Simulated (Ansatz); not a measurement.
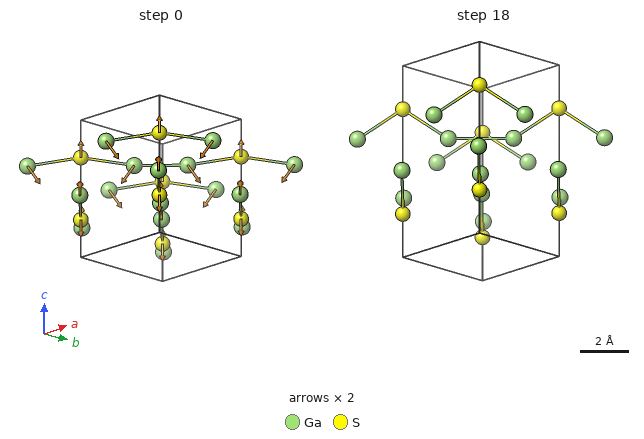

The structure of a crystal of Ga₂S (built on the random type) (coarse preliminary run) before (left) and after (right) a relaxation, at one scale. The orange arrows give the displacements (the part carried along by the change of the cell is left out), magnified 2 times.

A ball-and-stick model of the cell of the calculation, seen from a free direction.

Case: random cell with space group P-42m (No. 111).

Level of theory: Ansatz 0.2.0, DFT PBE, scalar-relativistic, plane waves, PAW.

The input:
```yaml
crystal:
  lattice:
    - [4.7317287454, 0.0, 0.0]
    - [0.0, 4.7317287454, 0.0]
    - [0.0, 0.0, 6.0162509475]
  atoms:
    - { symbol: Ga, position: [0.6666666667, 0.3333333333, 0.3333333333] }
    - { symbol: Ga, position: [0.3333333333, 0.6666666667, 0.3333333333] }
    - { symbol: Ga, position: [0.3333333333, 0.3333333333, 0.6666666667] }
    - { symbol: Ga, position: [0.6666666667, 0.6666666667, 0.6666666667] }
    - { symbol: S, position: [0.0, 0.0, 0.2733524153] }
    - { symbol: S, position: [0.0, 0.0, 0.7266475847] }
basis:
  ecutwfc: 420
kpoints:
  mp_grid: { grid: [4, 4, 4] }
hamiltonian:
  xc: pbe
scf:
  occupations: { method: gaussian, width: 0.1 }
  lower_state_search: "off"
output:
  forces: true
  stress: true
  eigenvalues: true
relax:
  adjacent_minimum: "off"
  f_tol: 0.04
  max_steps: 70
  cell: { stress_tol: 0.4 }
```

Command:
```bash
ansatz run input.yaml --threads 1 --pin off --max-ram 2560MiB --backend cpu --events-out ev --progress --plain --runs-dir out
```

### Describe what moved and what it gained.

The largest moves relative to the cell, 0.49 Å, are those of Ga1, Ga2, Ga3 and Ga4. Ga3 goes along [−1 −1 −1]. By element the largest moves are Ga 0.49 Å, S 0.39 Å. The drawn cell changes as follows: a = b 4.732 → 4.613 Å (−2.5 %), c 6.016 → 8.393 Å (+39.5 %); the volume changes by +32.6 %. Among the contacts that change: S5–S6 2.727 → 4.592 Å, Ga1–Ga2 2.231 → 2.727 Å, Ga1–S5 2.260 → 2.302 Å. Bond angles that change, for instance: Ga1–S5–Ga2 161.6° → 111.1°, Ga2–Ga1–S5 170.8° → 145.6°. The space group stays P-42m (No. 111). The energy falls by 553 meV per atom in 14 accepted moves (18 points after the start). The largest force component goes from 1.8 to 0.0086 eV/Å. Pressure: 10.79 GPa at the start and 0.07 GPa at the end. The line search rejected the trial steps at points 14, 16 of the run. At 2 points the geometry stayed and the basis and grid were re-selected for the new cell (energy shift of 17.9 meV per atom at most each time).

Limits of the set-up: layers or molecules are held without a dispersion correction, so their spacing is unreliable.
